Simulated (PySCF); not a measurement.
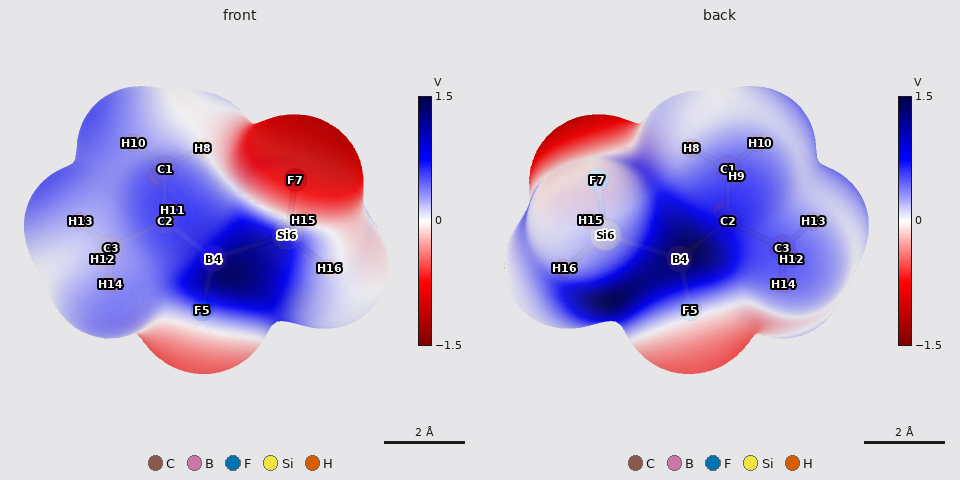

*C3H9BF2Si (SMILES CC(C)B(F)[SiH2]F). The molecular electrostatic potential painted on the density surface at 0.001 e/bohr³, seen from the front and from behind; the colour scale runs from red (negative) to blue (positive).*

Geometry: GFN2-xTB.

Computed with PBE0/pcSseg-1, SCF density, gas phase, non-relativistic (PySCF).

Input file:

```
{"job": {"kind": "nmr", "xc": "PBE0", "basis": "pcSseg-1"}, "charge": 0, "multiplicity": 1}
C     -1.069209     1.066722     0.071442
C     -0.482952    -0.133358     0.832676
C     -1.566163    -1.198284     1.047823
B      0.850661    -0.696040     0.163755
F      0.960134    -2.013996     0.061117
Si     2.348753     0.417237    -0.486446
F      2.281945     1.855698     0.269815
H     -0.329424     1.854748    -0.041655
H     -1.401996     0.760419    -0.918216
H     -1.925382     1.473163     0.605824
H     -0.189453     0.243100     1.825278
H     -1.902165    -1.593339     0.091177
H     -2.425390    -0.774497     1.564139
H     -1.181231    -2.025725     1.639159
H      2.318422     0.803802    -1.899628
H      3.705849    -0.030706    -0.170049
```

Launched as:

```sh
OMP_NUM_THREADS=1 python probes_run.py task.json out
```

Question: Describe the electrostatic potential map.

Answer: The most negative region (about −1.1 V) lies over F7, the most positive (about +1.5 V) over B4 and Si6.

Question: What dipole moment does the calculation give?

Answer: Its dipole moment is 1.32 D.
